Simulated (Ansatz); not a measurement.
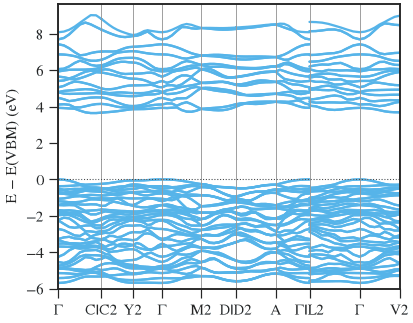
Figure. Band structure from r²SCAN with spin–orbit coupling (plane waves, PAW; program Ansatz)

The gap is 3.64 eV; an edge lies off the plotted path or next to a special point (maximum at Γ, minimum off the standard path).

The material is Ta$_{2}$O$_{5}$ in space group C2/c (No. 15; Ta on 8f, O on 8f, O on 8f, O on 4e).

The start of the workflow was typed in or built on a structure type; neither database checked (COD, Materials Project) lists it. COD files the formula under space group No. 49, so this cell is another polymorph or a model. Its standing as an ambient phase is unchecked. The cell was relaxed with r²SCAN under the symmetry of its start; whether a distortion lowers the energy is not shown. The run is not spin-polarised.

Potentials: the earlier of the program's two PAW sets.
